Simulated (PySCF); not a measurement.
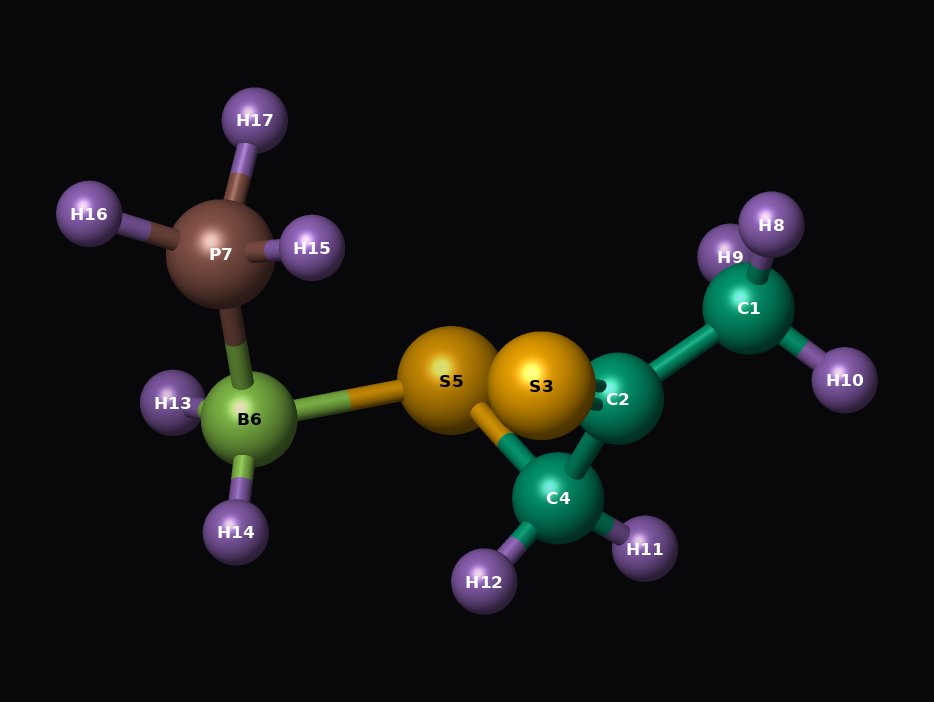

Computed geometry: GFN2-xTB optimisation. No frequency run is at hand to confirm it as a minimum. Electric field gradients from the ground-state density, PBE0/pcSseg-1 (PySCF 2.14.0), non-relativistic apart from any core potentials.

Give the largest field-gradient component, the quadrupole coupling constant and the asymmetry for 33S at S3 (Q = −67.81 mb), 33S at S5 (Q = −67.81 mb), 11B at B6 (Q = 40.59 mb).

```csv
atom,V_zz (a.u.),e²qQ/h (MHz),η
S3,−2.823,45.0,0.09
S5,2.433,−38.8,0.86
B6,−0.216,−2.06,0.79
```

The geometry is semi-empirical. Around B, P such bond lengths and angles can be off by a tenth of an ångström or more and by several degrees, and values that hang on the shape move with them.
